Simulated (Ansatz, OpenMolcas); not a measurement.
Errors in the dipole moment

6 molecules of light elements (H to F); the dipole moment in D, computed less measured. Shapes, held fixed at every level: PBE0-D4/def2-TZVP. No vibrational averaging. Dipoles are compared by magnitude; molecules under 1 D, whose direction can flip, are left out. Programs: Ansatz 0.2.0, OpenMolcas 26.06. Measured values: NIST CCCBDB.

Levels: A = PBE/STO-3G; B = r2SCAN-D4/def2-TZVPP; C = B3LYP-D4/def2-TZVPP; D = wB97M-V/def2-TZVPP.

```tsv
molecule	measured	A	B	C	D
NOF (SMILES O=NF)	1.81	-1.43	-0.48	-0.42	-0.36
H2CO (SMILES C=O)	2.33	-1.14	-0.10	-0.02	0.00
CHFO (formyl fluoride)	2.02	-0.73	+0.02	+0.07	+0.09
CH3F (fluoromethane)	1.85	-1.06	-0.12	-0.05	-0.07
CH4O (methanol)	1.70	-0.38	-0.10	-0.06	-0.06
C4H5N (SMILES c1cc[nH]c1)	1.84	+0.22	+0.10	+0.07	+0.11
```

(1) Sum up the errors.

Answers

(1) 
| level | kind | mean error | mean absolute error | worst case |
| --- | --- | --- | --- | --- |
| PBE/STO-3G | GGA | -0.753 | 0.827 | NOF |
| r2SCAN-D4/def2-TZVPP | meta-GGA | -0.113 | 0.153 | NOF |
| B3LYP-D4/def2-TZVPP | global hybrid | -0.068 | 0.115 | NOF |
| wB97M-V/def2-TZVPP | range-separated hybrid | -0.048 | 0.115 | NOF |

On this set wB97M-V/def2-TZVPP has the smallest mean absolute error and PBE/STO-3G the largest. PBE/STO-3G is too low in 5 of 6; r2SCAN-D4/def2-TZVPP is too low in 4 of 6; B3LYP-D4/def2-TZVPP is too low in 4 of 6. All levels miss NOF on one side, which points to its shape or to the tabulated value. The levels differ in basis as well as in method. The tabulated values of NOF, C4H5N are in doubt (older tables, estimates, or at odds with other calculations) and kept here. Over the 4 molecules whose values aren't doubted the mean absolute errors are A 0.827; B 0.085; C 0.050; D 0.055. The smallest two are near a tie. The set is small.

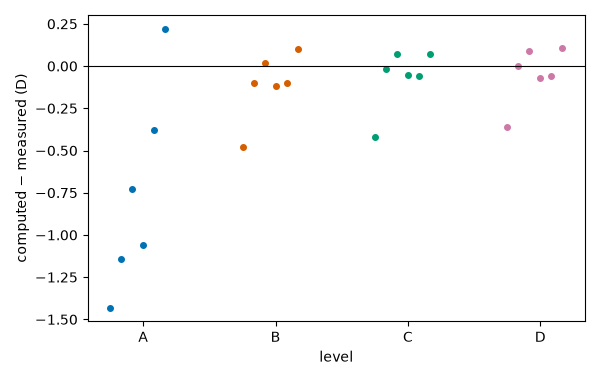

Errors of each level, one point a molecule.
